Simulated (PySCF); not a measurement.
System: CH6OSi2 (SMILES O[Si]C[SiH3]) (triplet).

The calculation's input:

```
{"job": {"kind": "epr"}, "charge": 0, "multiplicity": 3}
Si    -0.365304     0.408736     1.748409
C     -0.674598     0.812181    -0.086061
Si     0.610774    -0.037375    -1.173524
O     -0.551028    -1.199705     2.194126
H     -0.612103     1.906157    -0.204442
H     -1.702045     0.504971    -0.345778
H      0.704631    -1.484572    -0.808616
H      1.944815     0.599048    -0.957180
H      0.255092     0.056990    -2.627197
H      0.268124    -1.706326     2.223796
```

Command:

```sh
OMP_NUM_THREADS=1 python cluster_run.py task.json out
```

Geometry: PBE0-D3(BJ)/def2-SVP.

The calculation used UKS B3LYP, IGLO-III on C O Si, pcH-1 on H, non-relativistic, mean-field spin-orbit, GIAO in PySCF 2.14.0, density-fitted response routines.

Predict the electron density, electron localisation function and spin density between the atoms.

Si–O (1.68 Å): ρ is about 1.1 e/Å³ halfway; the ELF peaks at about 0.90 between the atoms; a shared but strongly polarised pair.
C–Si (1.90 Å): ρ at the midpoint is about 0.84 e/Å³; the ELF peaks at about 0.95 between the atoms, as expected for localised, covalent bonding.
C–H (1.10 Å): ρ is about 1.9 e/Å³ halfway; the ELF climbs to about 1 towards the hydrogen, as it does in any bond to H (an ordinary covalent bond to hydrogen).
The unpaired spin (2 electrons) lies mostly on Si1 (about 1.5), C2 (about 0.2), O4 (about 0.2) and Si3 (about 0.1), in electrons by Hirshfeld's partition.

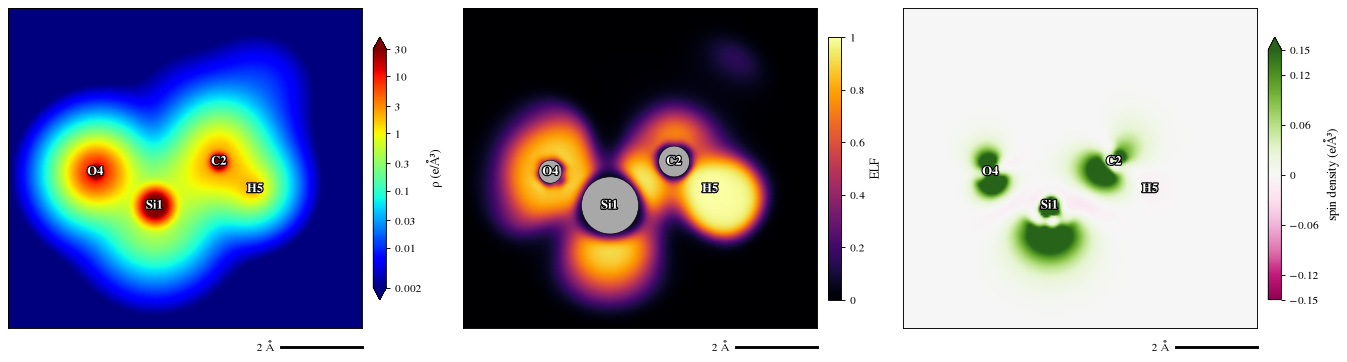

Computed electron density, electron localisation function and spin density on the plane of atoms C2, Si1 and O4, in this order. Grey discs cover the atomic cores in the ELF map. 
